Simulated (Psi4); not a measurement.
# Property calculation of GaN2H5O (part 1 of 2)

GaN2H5O, SMILES [NH2][Ga]([NH2])[OH], computed with PBE0/def2-TZVPP, RKS, dispersion D4 (Psi4 1.11).

The geometry was optimised with PBE0/def2-TZVP.

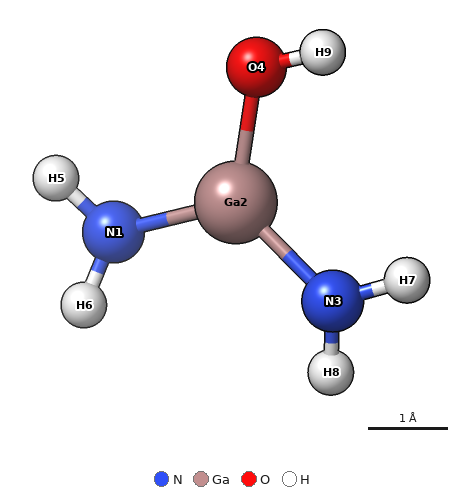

The structure as given in the input (ball-and-stick view, seen at a tilt; atoms are numbered from 1 in the order of the input). Sticks mark near contacts. Bond lengths as drawn: Ga–N 1.81 to 1.82 Å, Ga–O 1.79 Å, H–N 1.01 Å and H–O 0.96 Å.

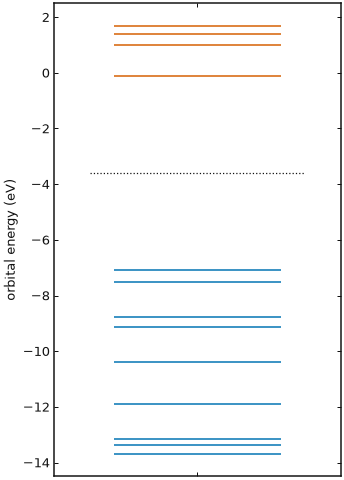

Orbital energies near the frontier; the dotted line parts filled from empty levels, and levels within 0.02 eV of each other stand side by side. Highest filled −7.08 eV, lowest empty −0.12 eV, 6.96 eV apart.

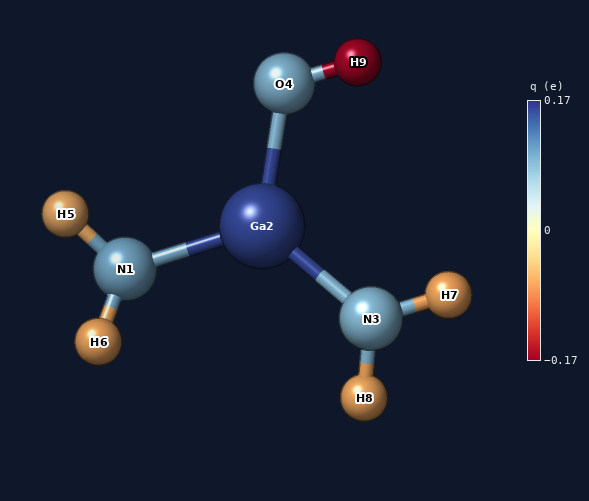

Löwdin charges, as the colour of each atom (ball-and-stick view, seen on its broad side; atoms are numbered from 1 in the order of the input). By element: N +0.09, Ga +0.16, O +0.09 and H −0.17 to −0.06 e.

These pictures come from the run below.

Input file (job.dat)
```
memory 4400 mb

molecule {
  0 1
  N      0.016220     1.573619    -0.922992
  Ga     0.197303     0.038498     0.026589
  N     -1.191665    -1.069413     0.425525
  O      1.860428    -0.335836     0.567298
  H      0.759270     2.252492    -0.894021
  H     -0.879022     2.024314    -1.011066
  H     -1.021943    -2.022377     0.701667
  H     -2.059748    -0.998554    -0.079516
  H      1.947364    -1.167854     1.034284
  symmetry c1
}

set {
  basis def2-TZVPP
  scf_type df
  dft_radial_points 99
  dft_spherical_points 590
}

e, wfn = energy("pbe0-d4", return_wfn=True)
oeprop(wfn, "DIPOLE", "MULLIKEN_CHARGES", "LOWDIN_CHARGES", "WIBERG_LOWDIN_INDICES")
print_variables()
```

Command:
```bash
psi4 -i job.dat -o job.out -n 2
```

Log
```
Psi4 1.11 release

   => Loading Basis Set <=

    Name: DEF2-TZVPP
    Role: ORBITAL
    Keyword: BASIS

   => PBE0-D4(BJ,EEQ)ATM: Empirical Dispersion <=

        a1 =       0.400856
        a2 =       5.029288
       alp =      16.000000
        s6 =       1.000000
        s8 =       1.200655
        s9 =       1.000000
        ga =       3.000000
        gc =       2.000000
        wf =       6.000000

         ---------------------------------------------------------
                                   SCF
                              RKS Reference
                        2 Threads,   4196 MiB Core
         ---------------------------------------------------------

  ==> Geometry <==

    Molecular point group: c1
    Full point group: C1

    Geometry (in Angstrom), charge = 0, multiplicity = 1:

       Center              X                  Y                   Z               Mass
    ------------   -----------------  -----------------  -----------------  -----------------
         N           -0.201070793805     1.536057488654    -0.954271247314    14.003074004430
         GA          -0.019987793805     0.000936488654    -0.004690247314    68.925573500000
         N           -1.408955793805    -1.106974511346     0.394245752686    14.003074004430
         O            1.643137206195    -0.373397511346     0.536018752686    15.994914619570
         H            0.541979206195     2.214930488654    -0.925300247314     1.007825032230
         H           -1.096312793805     1.986752488654    -1.042345247314     1.007825032230
         H           -1.239233793805    -2.059938511346     0.670387752686     1.007825032230
         H           -2.277038793805    -1.036115511346    -0.110795247314     1.007825032230
         H            1.730073206195    -1.205415511346     1.003004752686     1.007825032230

  Running in c1 symmetry.

  Rotational constants: A =      0.20146  B =      0.18612  C =      0.09701 [cm^-1]
  Rotational constants: A =   6039.69774  B =   5579.86693  C =   2908.26764 [MHz]
  Nuclear repulsion =  292.070141361341996

  Charge       = 0
  Multiplicity = 1
  Electrons    = 58
  Nalpha       = 29
  Nbeta        = 29

  ==> Algorithm <==

  SCF Algorithm Type is DF.
  DIIS enabled.
  MOM disabled.
  Fractional occupation disabled.
  Guess Type is SAD.
  Energy threshold   = 1.00e-06
  Density threshold  = 1.00e-06
  Integral threshold = 1.00e-12

  ==> Primary Basis <==

  Basis Set: DEF2-TZVPP
    Blend: DEF2-TZVPP
    Number of shells: 79
    Number of basis functions: 211
    Number of Cartesian functions: 238
    Spherical Harmonics?: true
    Max angular momentum: 3

  ==> DFT Potential <==

   => LibXC <=

    Version 7.1.2

   => Composite Functional: PBE0-D4BJEEQATM <=

    PBE0-d4bjeeqatm Hyb-GGA Exchange-Correlation Functional

    Deriv               =              1
    GGA                 =           TRUE
    Meta                =          FALSE

    Exchange Hybrid     =           TRUE
    MP2 Hybrid          =          FALSE

   => Exchange Functionals <=

    0.7500   Perdew, Burke & Ernzerhof

   => Exact (HF) Exchange <=

    0.2500               HF

   => Correlation Functionals <=

    1.0000   Perdew, Burke & Ernzerhof

   => LibXC Density Thresholds  <==

    XC_HYB_GGA_XC_PBEH:  1.00E-15

   => Molecular Quadrature <=

    Radial Scheme          =       TREUTLER
    Pruning Scheme         =           NONE
    Nuclear Scheme         =       TREUTLER

    Blocking Scheme        =         OCTREE
    BS radius alpha        =              1
    Pruning alpha          =              1
    Radial Points          =             99
    Spherical Points       =            590
    Total Points           =         500724
    Total Blocks           =           3575
    Max Points             =            256
    Max Functions          =            205
    Weights Tolerance      =       1.00E-15

   => Loading Basis Set <=

    Name: (DEF2-TZVPP AUX)
    Role: JKFIT
    Keyword: DF_BASIS_SCF

  ==> Integral Setup <==

  DFHelper Memory: AOs need 0.197 GiB; user supplied 1.134 GiB.
  SCF_SUBTYPE=INCORE selected. In-core MEM_DF algorithm will be used.
  Using in-core AOs.

  ==> MemDFJK: Density-Fitted J/K Matrices <==

    J tasked:                   Yes
    K tasked:                   Yes
    wK tasked:                   No
    Memory [MiB]:              1161
    Algorithm:                 Core
    Schwarz Cutoff:           1E-12
    Mask sparsity (%):       6.0466
    Fitting Condition:        1E-10

   => Auxiliary Basis Set <=

  Basis Set: (DEF2-TZVPP AUX)
    Blend: DEF2-UNIVERSAL-JKFIT
    Number of shells: 165
    Number of basis functions: 587
    Number of Cartesian functions: 750
    Spherical Harmonics?: true
    Max angular momentum: 5

  Cached 100.0% of DFT collocation blocks in 1.939 [GiB].

  Minimum eigenvalue in the overlap matrix is 9.7404993769E-04.
  Reciprocal condition number of the overlap matrix is 1.4898659858E-04.
    Using symmetric orthogonalization.

  ==> Pre-Iterations <==

  SCF Guess: Superposition of Atomic Densities via on-the-fly atomic UHF (no occupation information).

   -------------------------
    Irrep   Nso     Nmo
   -------------------------
     A        211     211
   -------------------------
    Total     211     211
   -------------------------

  ==> Iterations <==

                           Total Energy        Delta E     RMS |[F,P]|

   @DF-RKS iter SAD: -2108.55304669995030   -2.10855e+03   0.00000e+00
   @DF-RKS iter   1: -2110.25304621014629   -1.70000e+00   1.55882e-02 DIIS/ADIIS
   @DF-RKS iter   2: -2057.36783441489479    5.28852e+01   5.07000e-02 DIIS/ADIIS
   @DF-RKS iter   3: -2111.95564156715227   -5.45878e+01   4.67317e-03 DIIS/ADIIS
   @DF-RKS iter   4: -2112.11177249219918   -1.56131e-01   3.22991e-03 DIIS/ADIIS
   @DF-RKS iter   5: -2112.28906113547464   -1.77289e-01   5.14167e-04 DIIS/ADIIS
   @DF-RKS iter   6: -2112.29446484742584   -5.40371e-03   1.16539e-04 DIIS/ADIIS
   @DF-RKS iter   7: -2112.29459516525458   -1.30318e-04   5.89018e-05 DIIS
   @DF-RKS iter   8: -2112.29464456069127   -4.93954e-05   1.97611e-05 DIIS
   @DF-RKS iter   9: -2112.29465026759817   -5.70691e-06   9.24449e-07 DIIS
   @DF-RKS iter  10: -2112.29465027262950   -5.03132e-09   7.41037e-07 DIIS
  Energy and wave function converged.

  ==> Post-Iterations <==

   Electrons on quadrature grid:
      Ntotal   =   58.0000002178 ; deviation = 2.178e-07

    Orbital Energies [Eh]
    ---------------------

    Doubly Occupied:

       1A   -372.879511     2A    -46.024142     3A    -40.739614
       4A    -40.735119     5A    -40.734736     6A    -19.180322
       7A    -14.358530     8A    -14.354345     9A     -5.542669
      10A     -3.816118    11A     -3.806989    12A     -3.805909
      13A     -0.991852    14A     -0.878849    15A     -0.872348
      16A     -0.840144    17A     -0.839309    18A     -0.833387
      19A     -0.813894    20A     -0.809282    21A     -0.503207
      22A     -0.491495    23A     -0.483096    24A     -0.437594
      25A     -0.381929    26A     -0.335605    27A     -0.321807
      28A     -0.276533    29A     -0.260253

    Virtual:
```
